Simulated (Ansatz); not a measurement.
# C2H2ClFO: geometry and vibrations

The task is to find a stationary geometry of C2H2ClFO, then compute its harmonic vibrations to see whether it is a minimum and to get the zero-point energy and entropy, and look at its orbitals and charge.

Program: Ansatz 0.2.0, Gaussian basis. Level of theory: RKS PBE0-D4/def2-TZVP. These are calculated values, not measurements.

Levels to be run: relaxation at PBE-D4/def2-SVP; relaxation at PBE0-D4/def2-TZVP; harmonic vibrations at the same level; a single point in def2-TZVPP for the fields.

### 1 Starting geometry

SMILES `OC=C(F)Cl`, 7 atoms, charge 0, spin multiplicity 1.

Atoms are counted from 1 here; the program's logs count them from 0.

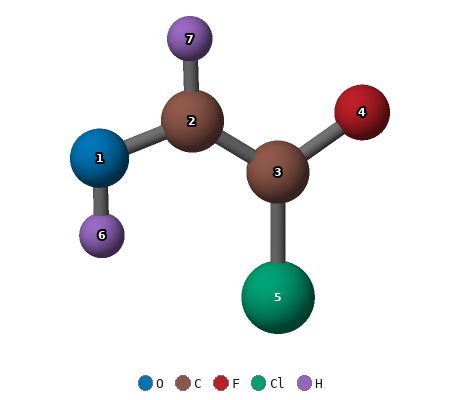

The starting geometry (oxygen blue, carbon brown, fluorine red, chlorine teal, hydrogen purple); atoms are numbered from 1 in the order of the file.

The start is a force-field geometry with small random shifts, so a cheaper pass at PBE-D4/def2-SVP comes first.

### 2 Optimising with PBE-D4/def2-SVP (cheap first pass)

File in.yaml:

```yaml
crystal:
  periodic: [false, false, false]
  atoms:
    - {symbol: O, position_ang: [0.401200, 1.330100, 0.666200]}
    - {symbol: C, position_ang: [0.530200, 0.043100, 0.365100]}
    - {symbol: C, position_ang: [-0.299700, -0.711600, -0.402900]}
    - {symbol: F, position_ang: [0.123500, -2.000700, -0.583400]}
    - {symbol: Cl, position_ang: [-1.686600, -0.082800, -1.139400]}
    - {symbol: H, position_ang: [-0.465000, 1.690300, 0.211200]}
    - {symbol: H, position_ang: [1.457600, -0.336400, 0.837600]}
basis:
  gaussian: {orbitals: def2-SVP}
hamiltonian: {xc: pbe, dispersion: d4}
relax: {f_tol: 0.03, max_steps: 200}
```

Started as:

```sh
$ ansatz run in.yaml --threads 2 --pin off --events-out ev --progress --plain --max-ram 4352MiB
```

Output (excerpt; [...] marks lines left out):

```text
Functional definition: PBE
  name "PBE"
  cite "Perdew, Burke & Ernzerhof, Phys. Rev. Lett. 77, 3865 (1996) doi:10.1103/PhysRevLett.77.3865"
  parent pbe
[...]
918 factors; their error is unknown
[...]
mean field -19370.25019080 eV, -711.8435648848 hartree, gradient 5.2e-5 eV, S^2 0.000000; 0 other end points of the search recorded, 0 dependent functions left out
[...]
reference -19370.25021361 eV, -711.8435657231 hartree; 24, 24 occupied and 60, 60 virtual orbitals, 918 factors
relax step   1: F+E_penalty+E_count = -19370.38602388 eV  Δ(F+E_penalty+E_count) = +0.000e0 eV  max|allowed force component| = 2.437e0 eV/Å  Δτ_max = 0.0000 Å  (28 SCF iters, accepted)
[...]
relax step   5: F+E_penalty+E_count = -19370.66313946 eV  Δ(F+E_penalty+E_count) = -2.925e-3 eV  max|allowed force component| = 9.241e-2 eV/Å  Δτ_max = 0.0219 Å  (30 SCF iters, accepted)
[...]
relax step   6: F+E_penalty+E_count = -19370.66350726 eV  Δ(F+E_penalty+E_count) = -3.678e-4 eV  max|allowed force component| = 2.091e-2 eV/Å  Δτ_max = 0.0079 Å  (31 SCF iters, accepted)
918 factors; their error is unknown
[...]
mean field -19370.52762032 eV, -711.8537602316 hartree, gradient 9.7e-6 eV, S^2 0.000000; 1 other end points of the search recorded, 0 dependent functions left out
[...]
reference -19370.52764260 eV, -711.8537610505 hartree; 24, 24 occupied and 60, 60 virtual orbitals, 918 factors
Total energy: -19370.66352954 eV, -711.8587548034 hartree
Atom 0 at     0.355660     1.378854     0.659114 Å, force    -0.002346    -0.001552    -0.001640 eV/Å
Atom 1 at     0.566810     0.070843     0.383852 Å, force     0.006731     0.015442     0.006514 eV/Å
Atom 2 at    -0.223258    -0.712201    -0.380513 Å, force     0.015520    -0.020906     0.004507 eV/Å
Atom 3 at     0.029887    -2.001001    -0.620753 Å, force    -0.006162    -0.001886    -0.006826 eV/Å
Atom 4 at    -1.669106    -0.097838    -1.133739 Å, force    -0.012944     0.009573    -0.003254 eV/Å
Atom 5 at    -0.472014     1.645689     0.204574 Å, force     0.001954    -0.004177    -0.001724 eV/Å
Atom 6 at     1.473221    -0.352346     0.841865 Å, force    -0.002753     0.003506     0.002423 eV/Å
Dipole moment:    -0.050734     0.137342     0.010743 e Å
```

It took 11 s on 2 threads of Arm Neoverse V1, shared host.

Step by step:

```csv
step,energy from step 1 (eV),largest force component (eV/Å)
1,0.0000,2.4373
2,-0.2028,1.3696
3,-0.2561,0.4799
4,-0.2742,0.2004
5,-0.2771,0.0924
6,-0.2775,0.0209
```

Distances of close pairs at the start and the end, largest changes first:

```csv
bond,before (Å),after (Å),change (Å)
O1–H6,1.043,0.981,-0.061
C3–Cl5,1.692,1.742,+0.051
C3–F4,1.369,1.335,-0.034
O1–C2,1.328,1.353,+0.025
C2–C3,1.359,1.350,-0.010
C2–H7,1.108,1.100,-0.008
```

### 3 Relaxation at PBE0-D4/def2-TZVP

File in.yaml:

```yaml
crystal:
  periodic: [false, false, false]
  atoms:
    - {symbol: O, position_ang: [0.355660, 1.378854, 0.659114]}
    - {symbol: C, position_ang: [0.566810, 0.070843, 0.383852]}
    - {symbol: C, position_ang: [-0.223258, -0.712201, -0.380513]}
    - {symbol: F, position_ang: [0.029887, -2.001001, -0.620753]}
    - {symbol: Cl, position_ang: [-1.669106, -0.097838, -1.133739]}
    - {symbol: H, position_ang: [-0.472014, 1.645689, 0.204574]}
    - {symbol: H, position_ang: [1.473221, -0.352346, 0.841865]}
basis:
  gaussian: {orbitals: def2-TZVP}
hamiltonian: {xc: pbe0, dispersion: d4}
relax: {f_tol: 0.005, max_steps: 150}
```

Launched as before.

Output (excerpt; [...] marks lines left out):

```text
Functional definition: PBE0
  name "PBE0"
  cite "Adamo & Barone, J. Chem. Phys. 110, 6158 (1999) doi:10.1063/1.478522"
  cite "Perdew, Burke & Ernzerhof, Phys. Rev. Lett. 77, 3865 (1996) doi:10.1103/PhysRevLett.77.3865"
  parent pbe
[...]
1023 factors; their error is unknown
[...]
mean field -19383.92930117 eV, -712.3462629189 hartree, gradient 6.0e-5 eV, S^2 0.000000; 0 other end points of the search recorded, 0 dependent functions left out
[...]
reference -19383.92932412 eV, -712.3462637622 hartree; 24, 24 occupied and 149, 149 virtual orbitals, 1023 factors
relax step   1: F+E_penalty+E_count = -19384.04243198 eV  Δ(F+E_penalty+E_count) = +0.000e0 eV  max|allowed force component| = 7.773e-1 eV/Å  Δτ_max = 0.0000 Å  (28 SCF iters, accepted)
[...]
reference -19383.97666417 eV, -712.3480034768 hartree; 24, 24 occupied and 149, 149 virtual orbitals, 1023 factors
Total energy: -19384.09030495 eV, -712.3521796986 hartree
Atom 0 at     0.355285     1.364768     0.654665 Å, force    -0.000801     0.000674     0.001364 eV/Å
Atom 1 at     0.556175     0.064018     0.375234 Å, force     0.001492    -0.001767    -0.001836 eV/Å
Atom 2 at    -0.226598    -0.696901    -0.376985 Å, force     0.001958     0.002424    -0.003740 eV/Å
Atom 3 at     0.036503    -1.977508    -0.610694 Å, force     0.001383    -0.002240     0.002449 eV/Å
Atom 4 at    -1.652680    -0.126047    -1.130781 Å, force    -0.003696     0.001618     0.000497 eV/Å
Atom 5 at    -0.454289     1.659014     0.218667 Å, force    -0.000932     0.000691    -0.000793 eV/Å
Atom 6 at     1.446804    -0.355344     0.824295 Å, force     0.000595    -0.001401     0.002060 eV/Å
Dipole moment:    -0.043894     0.151098     0.019045 e Å
```

Wall time 29 s (2 threads of Arm Neoverse V1, shared host).

The steps of the relaxation:

```csv
step,energy from step 1 (eV),largest force component (eV/Å)
1,0.0000,0.7773
2,-0.0407,0.3214
3,-0.0471,0.1306
4,-0.0476,0.0580
5,-0.0478,0.0617
6,-0.0479,0.0037
```

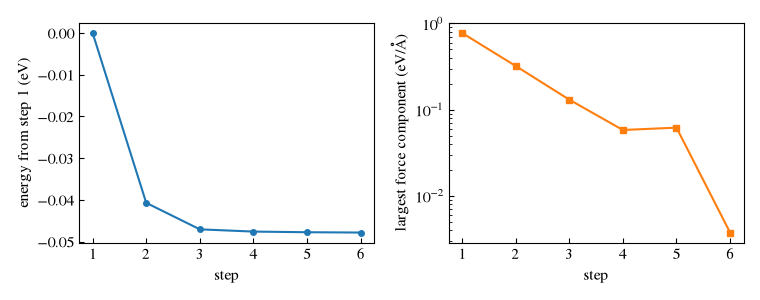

Energy and force, step by step.

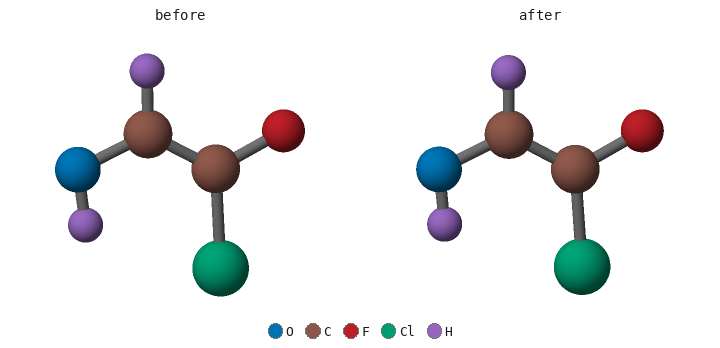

Before and after, at one scale.

Close pairs (by a distance rule), those that changed most:

```csv
bond,before (Å),after (Å),change (Å)
C3–Cl5,1.742,1.711,-0.031
C2–C3,1.350,1.326,-0.024
C2–H7,1.100,1.082,-0.018
O1–H6,0.981,0.965,-0.016
O1–C2,1.353,1.346,-0.008
C3–F4,1.335,1.328,-0.007
```

Mulliken charges of the relaxed molecule (report file):

```csv
atom,value (e)
O1,-0.37
C2,-0.04
C3,0.19
F4,-0.16
Cl5,-0.08
H6,0.32
H7,0.15
```

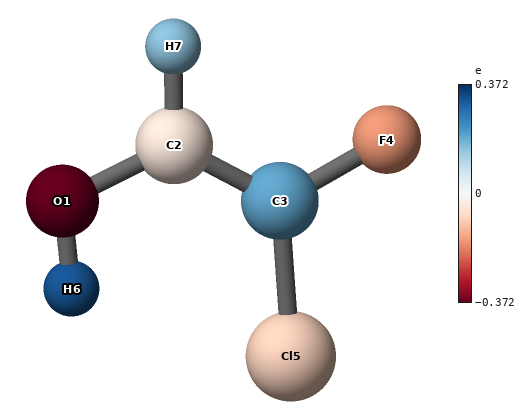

Mulliken charges of the relaxed molecule (report file), as colours on the atoms.

### 4 Vibrations by finite differences

File in.yaml:

```yaml
crystal:
  periodic: [false, false, false]
  atoms:
    - {symbol: O, position_ang: [0.355285, 1.364768, 0.654665]}
    - {symbol: C, position_ang: [0.556175, 0.064018, 0.375234]}
    - {symbol: C, position_ang: [-0.226598, -0.696901, -0.376985]}
    - {symbol: F, position_ang: [0.036503, -1.977508, -0.610694]}
    - {symbol: Cl, position_ang: [-1.652680, -0.126047, -1.130781]}
    - {symbol: H, position_ang: [-0.454289, 1.659014, 0.218667]}
    - {symbol: H, position_ang: [1.446804, -0.355344, 0.824295]}
basis:
  gaussian: {orbitals: def2-TZVP}
hamiltonian: {xc: pbe0, dispersion: d4}
phonons: {temperatures: {t_min: 298.15, t_max: 900, t_step: 200}}
```

Launched as before.

Output (excerpt; [...] marks lines left out):

```text
Functional definition: PBE0
  name "PBE0"
  cite "Adamo & Barone, J. Chem. Phys. 110, 6158 (1999) doi:10.1063/1.478522"
  cite "Perdew, Burke & Ernzerhof, Phys. Rev. Lett. 77, 3865 (1996) doi:10.1103/PhysRevLett.77.3865"
  parent pbe
[...]
1023 factors; their error is unknown
[...]
mean field -19383.97664062 eV, -712.3480026114 hartree, gradient 6.2e-5 eV, S^2 0.000000; 0 other end points of the search recorded, 0 dependent functions left out
[...]
reference -19383.97666341 eV, -712.3480034492 hartree; 24, 24 occupied and 149, 149 virtual orbitals, 1023 factors
[...]
1023 factors; their error is unknown
mean field -19383.97651221 eV, -712.3479978927 hartree, gradient 1.5e-6 eV, S^2 0.000000; 0 other end points of the search recorded, 0 dependent functions left out
[...]
reference -19383.97653502 eV, -712.3479987306 hartree; 24, 24 occupied and 149, 149 virtual orbitals, 1023 factors
[...]
Total energy: -19384.09030419 eV, -712.3521796708 hartree
Atom 0 at     0.355285     1.364768     0.654665 Å, force    -0.000813     0.000737     0.001376 eV/Å
Atom 1 at     0.556175     0.064018     0.375234 Å, force     0.001475    -0.001847    -0.001872 eV/Å
Atom 2 at    -0.226598    -0.696901    -0.376985 Å, force     0.001977     0.002417    -0.003729 eV/Å
Atom 3 at     0.036503    -1.977508    -0.610694 Å, force     0.001376    -0.002206     0.002454 eV/Å
Atom 4 at    -1.652680    -0.126047    -1.130781 Å, force    -0.003682     0.001604     0.000501 eV/Å
Atom 5 at    -0.454289     1.659014     0.218667 Å, force    -0.000916     0.000692    -0.000783 eV/Å
Atom 6 at     1.446804    -0.355344     0.824295 Å, force     0.000585    -0.001395     0.002053 eV/Å
Dipole moment:    -0.043894     0.151099     0.019045 e Å
Vibrations: 206.09 299.45 396.18 427.83 474.30 595.91 684.33 870.55 1148.12 1230.81 1297.09 1374.42 1785.68 3237.90 3794.11 cm⁻¹, zero-point energy 1.104870 eV
```

It took 2.1 min on 2 threads of Arm Neoverse V1, shared host.

Motions are named by where the mode's potential energy lies. The modes, unscaled (a negative number is an imaginary wavenumber):

```csv
mode,cm⁻¹,motion
1,206,bend
2,299,torsion
3,396,bend
4,428,torsion
5,474,torsion
6,596,bend
7,684,C–Cl stretch
8,871,torsion
9,1148,bend with C–O stretch
10,1231,C–F and C–O stretch
11,1297,bend with C–O stretch
12,1374,bend
13,1786,C–C stretch
14,3238,C–H stretch
15,3794,O–H stretch
```

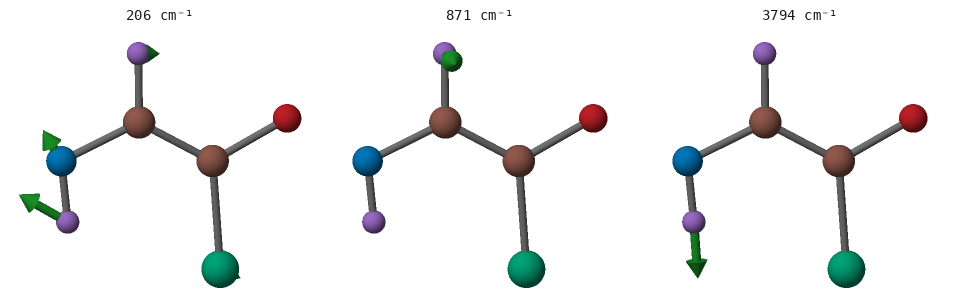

Displacements of 3 modes, as arrows.

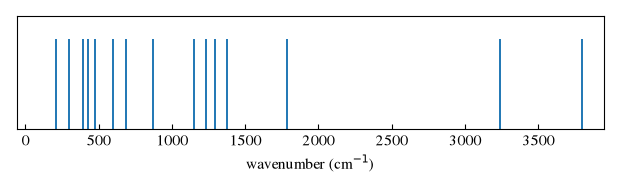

The harmonic wavenumbers as sticks (no intensities were computed).

Ideal gas, rigid rotor and harmonic oscillator at 298.15 K and 1 bar, with symmetry number 1:

```csv
term,value
zero-point energy,106.6 kJ/mol
H(298) − E,122.3 kJ/mol
"entropy, translation",165.8 J/(mol K)
"entropy, rotation",110.7 J/(mol K)
"entropy, vibration",29.9 J/(mol K)
"entropy, total",306.5 J/(mol K)
```

### 5 Orbitals, density and potential

Edit in.yaml of step 4 so:

```diff
@@ -11,4 +11,4 @@
 basis:
-  gaussian: {orbitals: def2-TZVP}
+  gaussian: {orbitals: def2-TZVPP}
 hamiltonian: {xc: pbe0, dispersion: d4}
-phonons: {temperatures: {t_min: 298.15, t_max: 900, t_step: 200}}
+output: {orbitals: {seedname: orbitals}}
```

Launched as before.

Output:

```text
Functional definition: PBE0
  name "PBE0"
  cite "Adamo & Barone, J. Chem. Phys. 110, 6158 (1999) doi:10.1063/1.478522"
  cite "Perdew, Burke & Ernzerhof, Phys. Rev. Lett. 77, 3865 (1996) doi:10.1103/PhysRevLett.77.3865"
  parent pbe
  parameter a = 0.25
  parameter kappa = 0.804
  parameter beta = 0.06672455060314922
  exchange = (1 - a)*pbe_x(kappa = kappa, mu = beta*pi^2/3) + a*exact_x
  correlation = pbe_c(beta = beta)
1110 factors; their error is unknown
mean field evaluation 1: about -19379.0330 eV, gradient 5.0e1 eV
mean field evaluation 2: about -19373.6208 eV, gradient 7.2e1 eV
mean field evaluation 4: about -19383.9314 eV, gradient 4.8e0 eV
mean field evaluation 8: about -19384.0322 eV, gradient 4.2e-1 eV
mean field evaluation 16: about -19384.0324 eV, gradient 6.7e-5 eV
mean field -19384.03242923 eV, -712.3500528052 hartree, gradient 6.7e-5 eV, S^2 0.000000; 0 other end points of the search recorded, 0 dependent functions left out
reference -19384.03245209 eV, -712.3500536452 hartree; 24, 24 occupied and 170, 170 virtual orbitals, 1110 factors
Total energy: -19384.14609287 eV, -712.3542298668 hartree
```

Wall time 3.5 s (2 threads of Arm Neoverse V1, shared host).

The fields below are evaluated on a grid from the run's orbitals.

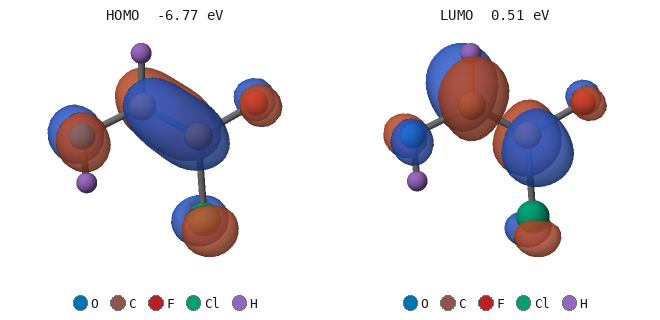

Frontier orbitals at PBE0-D4/def2-TZVPP; each surface holds 70 % of the orbital's density, blue and red mark the sign.

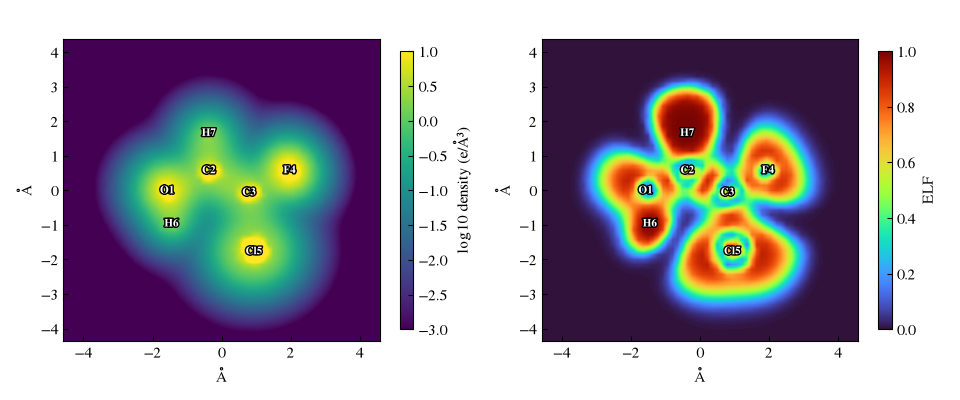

Density (left) and ELF (right) in a plane through or near 7 of the atoms.

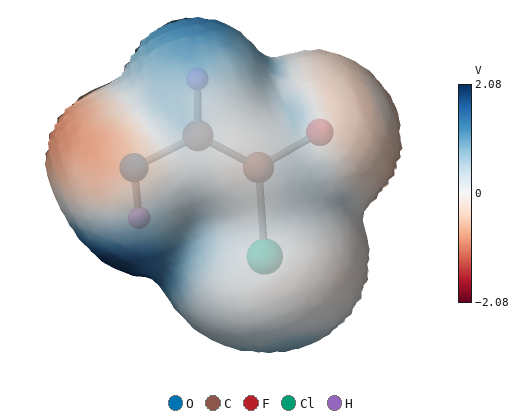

Electrostatic potential on the surface of density 0.002 e/bohr³; red is low, blue high. It runs, from the 1st to the 99th percentile, from -0.90 V near O1 to 2.08 V near H6.

### 6 Summary of results

```
                  quantity            value
               point group               Cs
                     steps            6 + 6
shift from the start (rms)          0.059 Å
              total energy   -19384.0903 eV
           dispersion term         -114 meV
             dipole moment           0.76 D
lowest, highest wavenumber   206, 3794 cm⁻¹
         zero-point energy     106.6 kJ/mol
       entropy at 298.15 K  306.5 J/(mol K)
                HOMO, LUMO   -6.77, 0.51 eV
```

The relaxed geometry lies 0.06 Å (rms) from the start; the bond that changed most is O1–H6, from 1.043 to 0.965 Å. All wavenumbers are real, so the end point is a minimum. The stiffest mode, 3794 cm⁻¹, is an O–H stretch. Harmonic hybrid wavenumbers usually lie a few per cent above measured fundamentals. The largest Mulliken charge, -0.37 e, sits on O1. The HOMO lies mostly on C3 30 %; C2 24 % and the LUMO on C2, C3 about 32 % each; H7 12 %.
